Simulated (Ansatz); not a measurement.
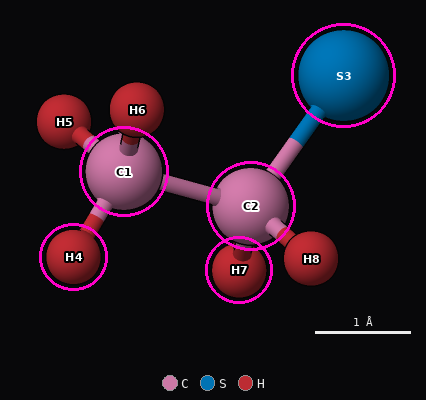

C$_{2}$H$_{5}$S (multiplicity 2): the H7–C2–C1 angle and the H4–C1–C2–S3 dihedral angle are varied on a grid, with the rest of the molecule carried along rigidly. The picture shows the minimum geometry. The ringed atoms are those of the scanned coordinate. A ball-and-stick model, seen at a tilt.

Level of theory: CCSD(T) (def2-TZVPP, Ansatz), on geometries moved rigidly from the minimum at PBE0-D4/def2-TZVP. Coupled cluster with a frozen core. Energies are counted from the PBE0-D4/def2-TZVP minimum geometry at the same level.

The input:
```yaml
crystal:
  periodic: [false, false, false]
  atoms:
    - {symbol: C, position_ang: [-0.447688, 0.584021, -0.323409]}
    - {symbol: C, position_ang: [0.314948, -0.600054, 0.235436]}
    - {symbol: S, position_ang: [1.915494, -0.223990, 0.937417]}
    - {symbol: H, position_ang: [-1.411396, 0.264536, -0.730966]}
    - {symbol: H, position_ang: [0.117463, 1.069044, -1.121092]}
    - {symbol: H, position_ang: [-0.634091, 1.327932, 0.452988]}
    - {symbol: H, position_ang: [0.489176, -1.366839, -0.529084]}
    - {symbol: H, position_ang: [-0.251704, -1.111651, 1.022812]}
basis:
  gaussian: {orbitals: def2-TZVPP}
magnetization: {spin_polarized: true, initial_magnetization: 1}
correlation: {method: ccsd_t}
scf: {omitted_lower_state_checks: [cluster_reference]}
```

Give the energy at each point on a grid with rows 81.7, 96.7, 111.7, 126.7, 141.7 and columns −168.2, −144.2, −120.2, −96.2, −72.2 (H7–C2–C1 angle (°); H4–C1–C2–S3 dihedral angle (°)).

Answer. Rows: H7–C2–C1 angle (°); columns: H4–C1–C2–S3 dihedral angle (°); values in kJ/mol.

```csv
,−168.2,−144.2,−120.2,−96.2,−72.2
81.7,77.6,90.2,98.8,91.1,78.3
96.7,20.7,29.7,35.7,30.1,21.0
111.7,1.2,8.6,13.4,8.8,1.3
126.7,20.6,27.0,31.1,27.2,20.8
141.7,74.6,80.2,83.8,80.3,74.6
```

In pairs of (H7–C2–C1 angle (°); H4–C1–C2–S3 dihedral angle (°)): the lowest computed point lies at (111.7, −168.2) (1.2 kJ/mol), the highest at (81.7, −120.2) (98.8 kJ/mol). It lies on the edge of the grid, so the true minimum may be outside the range scanned.
